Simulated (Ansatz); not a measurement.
**Hypothetical rock salt GaSb, pressure series**

Take GaSb in the rock salt structure (space group Fm-3m, No. 225; a = 5.697 Å; a hypothetical phase, not in the database extracts checked) as the base.

Cell and atoms are relaxed at each pressure.

The values are results of Kohn–Sham DFT with the PBEsol functional, run in Ansatz (an electronic-structure program) with PAW and 420 eV plane waves, scalar-relativistic without spin-orbit coupling, not measurements.

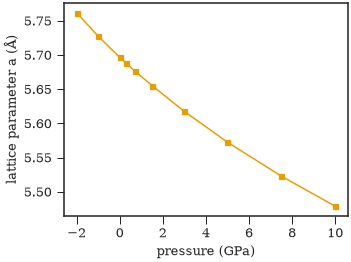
Fig. 1. Lattice parameter a against pressure

### Question
From the plot, what is the lattice parameter a for pressure 7.5 GPa?

### Answer
About 5.52 Å.

### Question
Is the trend monotonic over the range shown?

### Answer
Yes, it falls throughout, spanning 5.479 Å to 5.762 Å.

Load acts through the strain it causes; cell and atoms are relaxed under it. Whether these cells are dynamically stable was not tested. Competing high-pressure phases were not computed. All final runs are without spin polarisation.
